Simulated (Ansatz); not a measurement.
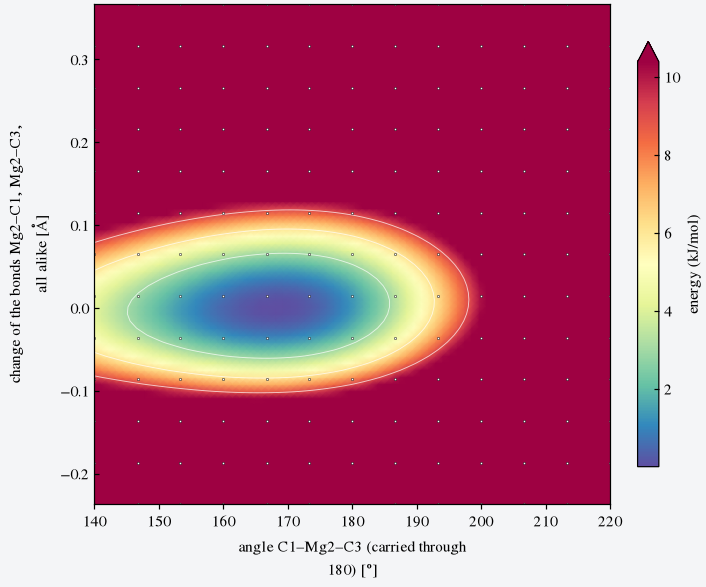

C₂H₅Mg, SMILES [CH2+][Mg][CH3], charge +1. 
- First axis: angle C1–Mg2–C3 (carried through 180). Second axis: change of the bonds Mg2–C1, Mg2–C3, all alike.
- Nothing is relaxed (all other coordinates rigid).
- Grid: 13 × 13 points.
- Points are written as (first, second).
- Energies: kJ/mol, counted from the relaxed molecule at the same level.
- These are results of RKS PBE-D4/def2-SVP (Ansatz 0.2.0), not measurements.

The picture shows a smooth colour map with a few white contour lines, dots at the grid points, one colour for all values above the top of the scale. Between grid points the surface is interpolated.

Question: Estimate the position of the minimum and the force constants in these coordinates.

Answer: The interpolated minimum is at the first coordinate ≈ 168.1°, the second coordinate ≈ 0.000 Å. The curvatures there are about 0.54 eV/rad² and 16 eV/Å², with a cross term of about −0.2 eV/(rad·Å). Round the minimum the two coordinates are weakly coupled (coupling −0.07 in units of the two stiffnesses). (1 eV is 96.5 kJ/mol.)
